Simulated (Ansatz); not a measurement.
AlPNH₇: several calculations on one system

**1. Relaxation**

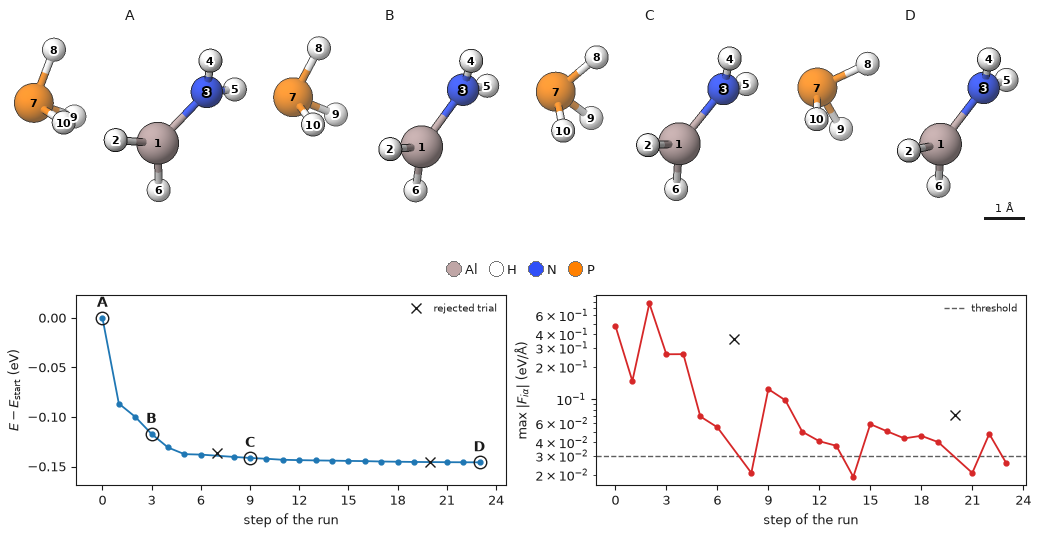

Frames of a relaxation of AlPNH₇, marked on the history of the run. Style: ball-and-stick. Shown at a tilt.

The run prepares an end point of a later path (reaction) calculation, from a guessed geometry.

The calculation used RKS r2SCAN-D4/6-31G* (Ansatz 0.2.0).

Input
```yaml
crystal:
  periodic: [false, false, false]
  atoms:
    - { symbol: Al, position_ang: [0.123039, -0.048442, -0.157348] }
    - { symbol: H, position_ang: [-0.019549, -0.425836, 1.359006] }
    - { symbol: "N", position_ang: [1.70674, -0.262435, -0.938483] }
    - { symbol: H, position_ang: [2.535249, -0.628729, -0.48445] }
    - { symbol: H, position_ang: [1.912735, -0.018756, -1.899922] }
    - { symbol: H, position_ang: [-1.082726, 0.508667, -1.030087] }
    - { symbol: P, position_ang: [-0.016157, 2.82605, 1.800155] }
    - { symbol: H, position_ang: [1.412954, 2.769678, 1.767103] }
    - { symbol: H, position_ang: [-0.114599, 2.984859, 0.380506] }
    - { symbol: H, position_ang: [-0.137686, 1.404344, 1.746721] }
basis:
  gaussian: { orbitals: "6-31G*" }
hamiltonian:
  xc: r2scan
  dispersion: d4
relax:
  f_tol: 0.03
  max_steps: 50
output:
  orbitals: {}
```

Run as
```bash
ansatz run input.yaml --threads 1 --pin off --max-ram 2048MiB --backend cpu --events-out ev --progress --plain --runs-dir out
```

What happens along the run?

The energy falls by 0.146 eV in 21 accepted moves (23 points after the start). Largest force component: 0.48 eV/Å at the start, 0.026 eV/Å at the end. The line search rejected the trial steps at points 7, 20 of the run. The forces were under the threshold at step 8, but the run went on from there. The atom that moves furthest after the best rigid fit is H8 (0.91 Å). By element the largest moves are H 0.91 Å, P 0.42 Å, N 0.13 Å, Al 0.09 Å. Some distances before and after: Al1–P7 3.481 → 3.681 Å, Al1–H2 1.569 → 1.591 Å, P7–H9 1.432 → 1.424 Å. The run took 100 s on 1 thread of Arm Neoverse V1, on a shared host, peak memory 0.15 GiB. From step 0 to 3: H2 moves most (0.56 Å), energy −0.117 eV. From step 3 to 9: H8 moves most (0.54 Å), energy −0.024 eV. From step 9 to 23: H atoms move most (0.39 Å), energy −0.004 eV.

| step | E − E(0), eV | largest force component, eV/Å | note |
| --- | --- | --- | --- |
| 0 | 0.0000 | 0.4815 |  |
| 1 | -0.0865 | 0.1483 |  |
| 2 | -0.0998 | 0.7757 |  |
| 3 | -0.1172 | 0.2623 |  |
| 4 | -0.1308 | 0.2629 |  |
| 5 | -0.1375 | 0.0696 |  |
| 6 | -0.1379 | 0.0553 |  |
| 7 | -0.1366 | 0.3633 | rejected |
| 8 | -0.1403 | 0.0209 |  |
| 9 | -0.1413 | 0.1248 |  |
| 10 | -0.1421 | 0.0984 |  |
| 11 | -0.1432 | 0.0502 |  |
| 12 | -0.1435 | 0.0411 |  |
| 13 | -0.1438 | 0.0373 |  |
| 14 | -0.1440 | 0.0192 |  |
| 15 | -0.1443 | 0.0591 |  |
| 16 | -0.1445 | 0.0506 |  |
| 17 | -0.1449 | 0.0436 |  |
| 18 | -0.1451 | 0.0461 |  |
| 19 | -0.1454 | 0.0402 |  |
| 20 | -0.1453 | 0.0721 | rejected |
| 21 | -0.1456 | 0.0209 |  |
| 22 | -0.1457 | 0.0480 |  |
| 23 | -0.1458 | 0.0257 |  |

**2. Relaxation**

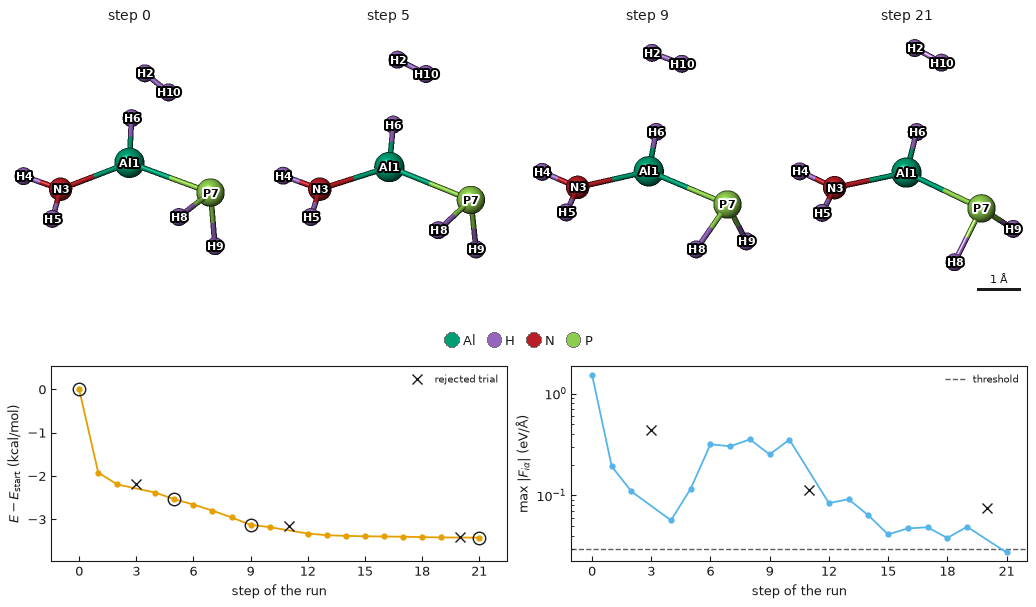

Frames of a relaxation of AlPNH7, marked on the history of the run. Style: ball-and-stick. Shown at a tilt.

The run prepares an end point of a later path (reaction) calculation, from a guessed geometry.

All numbers below come from RKS r2SCAN-D4/6-31G* (Ansatz).

Input file:
```yaml
crystal:
  periodic: [false, false, false]
  atoms:
    - { symbol: Al, position_ang: [0.12546, 0.711215, -0.311189] }
    - { symbol: H, position_ang: [-0.15095, -0.312164, 2.23886] }
    - { symbol: "N", position_ang: [1.686886, 0.025926, -0.828426] }
    - { symbol: H, position_ang: [1.775153, -0.843739, -1.341815] }
    - { symbol: H, position_ang: [2.602091, 0.431104, -0.665189] }
    - { symbol: H, position_ang: [-1.185997, -0.082975, -0.743815] }
    - { symbol: P, position_ang: [0.034737, 2.64925, 0.919019] }
    - { symbol: H, position_ang: [1.431585, 2.611443, 1.235368] }
    - { symbol: H, position_ang: [0.229936, 3.526655, -0.197306] }
    - { symbol: H, position_ang: [-0.228901, 0.392684, 2.237693] }
basis:
  gaussian: { orbitals: "6-31G*" }
hamiltonian:
  xc: r2scan
  dispersion: d4
relax:
  f_tol: 0.03
  max_steps: 50
```

Run as
```bash
ansatz run input.yaml --threads 1 --pin off --max-ram 2048MiB --backend cpu --events-out ev --progress --plain --runs-dir out
```

### What happens along the run?

The largest move after the best rigid fit is that of H8, 1.18 Å. By element the largest moves are H 1.18 Å, P 0.49 Å, Al 0.24 Å, N 0.13 Å. Near-neighbour distances that change, for instance: Al1–P7 2.297 → 2.338 Å, H2–H10 0.709 → 0.744 Å, P7–H8 1.433 → 1.427 Å. Groups turn about Al1–P7 by about 50°. After 18 accepted moves (21 points after the start) the energy has fallen by 3.42 kcal/mol. Largest force component: 1.5 eV/Å at the start, 0.028 eV/Å at the end. The line search rejected the trial steps at points 3, 11, 20 of the run. From step 0 to 5: H10 moves most (0.45 Å), energy −2.53 kcal/mol. From step 5 to 9: H8 moves most (0.49 Å), energy −0.59 kcal/mol. From step 9 to 21: H8 moves most (0.40 Å), energy −0.30 kcal/mol.

Limits of the set-up: the start holds two separate molecules, 2.6 Å apart at their closest, whose relative position is a soft coordinate.

**3. Path**

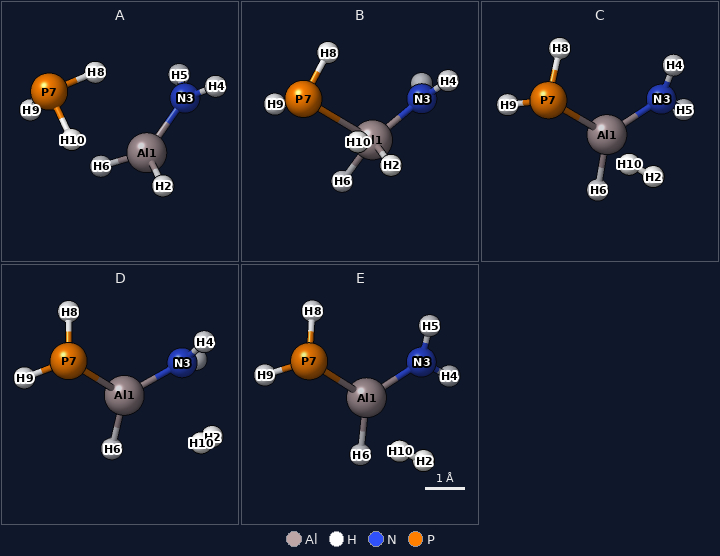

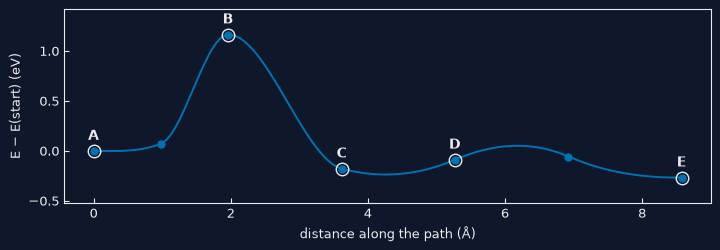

A nudged-elastic-band calculation for AlPNH7, made up at the start of AlNH$_{4}$ and PH$_{3}$. Images are numbered from 0 (start) to 6 (end). Frames A to E are images 0, 2, 3, 4, 6. The picture is a ball-and-stick view, seen at a tilt.

Level of theory: Ansatz 0.2.0, RKS r2SCAN-D4/6-31G*. Settings: 5 movable images; climbing image; force threshold 0.05 eV/Å; iteration limit 60; starting path through a guess of the saddle point.

### What happens along the path, and what is the barrier?

Forward barrier 1.17 eV, backward barrier 1.43 eV, with image 2 at the top; the reaction energy is −0.27 eV. The profile has 2 maxima (images 2, 5) with a dip at image 3 (−0.18 eV), so the process runs in steps. The path has more than one stage, and so few images may leave a stage unresolved. Breaking: Al1–H2 (1.59 → 1.73 at the top → 3.30 Å), P7–H10 (1.43 → 1.81 at the top → 3.56 Å). Forming: Al1–P7 (3.68 → 2.64 at the top → 2.34 Å), H2–H10 (2.93 → 1.08 at the top → 0.74 Å). The band converged in 30 iterations. The largest component of the band force went from 28 to 0.041 eV/Å. The climbing image converged on the top of the path. Its vibrational analysis gives one imaginary mode (1110i cm⁻¹), as a transition state must have.

Limits of the set-up: the start holds two separate molecules, 2.9 Å apart at their closest, whose relative position is a soft coordinate.

The run took 11 min on 1 thread of Arm Neoverse V1, on a shared host, peak memory 0.14 GiB.
